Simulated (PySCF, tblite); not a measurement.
# C4H8SSi: geometry, infrared bands and NMR shifts

Aim: predict the infrared bands and NMR shifts of C4H8SSi (`CC#CCS[SiH3]`).

Programs: tblite 0.8.0 and PySCF 2.14.0, with density-fitted response routines of our own. Each step states its level of theory. These are calculated values for one molecule in the gas phase, unless marked as measured. Atoms are numbered from 0 throughout.

## Step 1: The starting structure

14 atoms, charge 0, multiplicity 1; geometry from: force field or distance geometry start.

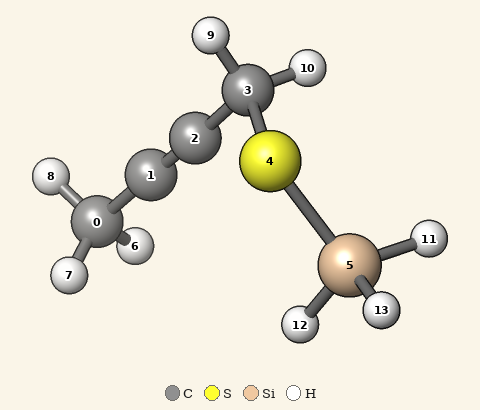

As it starts; carbon grey, sulfur yellow, silicon light orange, hydrogen white, atoms numbered; sticks join atoms by distance.

## Step 2: Optimising the geometry with GFN2-xTB

Job settings and geometry (Å):

```
{"job": {"kind": "relax", "xc": "GFN2-xTB", "basis": "xTB"}, "charge": 0, "multiplicity": 1}
C     -2.667400    -0.270600     1.020000
C     -1.621800     0.364000     0.181800
C     -0.756900     0.871600    -0.486000
C      0.256100     1.510300    -1.334400
S      1.735000     1.670000    -0.321900
Si     2.679700    -0.152400     0.198100
H     -2.766400    -1.367100     0.800100
H     -2.361400    -0.136000     2.065900
H     -3.638400     0.181800     0.756000
H     -0.097100     2.527500    -1.612300
H      0.449000     0.893200    -2.245900
H      2.936100    -1.009600    -0.985600
H      1.800200    -0.859300     1.176100
H      4.052600     0.056300     0.765900
```

Started as:

```
$ OMP_NUM_THREADS=1 python probes_run.py task.json out
```

The driver reads the jobs from task.json and runs them one after another.

**Question.** This job is followed by: GFN2-xTB harmonic vibrations, gas phase; GIAO PBE0/pcSseg-1 NMR shielding, non-relativistic, gas phase. Predict these results of the whole session: strongest single infrared mode (GFN2-xTB); zero-point energy (GFN2-xTB); 13C shifts against TMS (PBE0/pcSseg-1); 1H shifts against TMS (PBE0/pcSseg-1, means over atoms taken as alike); 33S shifts against CS2 (PBE0/pcSseg-1); 29Si shifts against TMS (PBE0/pcSseg-1); surface potential, least and greatest.

The runs gave:

| quantity | value |
| --- | --- |
| strongest single infrared mode (GFN2-xTB) | 767 cm⁻¹, 428 km/mol |
| zero-point energy (GFN2-xTB) | 62.2 kcal/mol |
| 13C shifts against TMS (PBE0/pcSseg-1) | 89.8, 81.6, 22.9, 4.9 ppm |
| 1H shifts against TMS (PBE0/pcSseg-1, means over atoms taken as alike) | 4.58, 3.27, 2.06 ppm |
| 33S shifts against CS2 (PBE0/pcSseg-1) | -132 ppm |
| 29Si shifts against TMS (PBE0/pcSseg-1) | -56.9 ppm |
| surface potential, least and greatest | -1.10 V and 1.04 V |

In words: Relaxing lowered the energy by 0.402 eV in 93 steps; the close pair that moved most is Si5–H13, from 1.500 to 1.451 Å. No mode is imaginary among the 36: a minimum at this level. The strongest single mode, at 767 cm⁻¹, has its largest shares on H13, H11 and H12 (the list is cut at 3 atoms). GFN2-xTB is a fitted tight-binding method: band positions and strengths are rough. Its intensities can rank the bands wrongly. At PBE0/pcSseg-1: The largest span, 455 ppm, is at S4, where the paramagnetic term is -422 ppm.
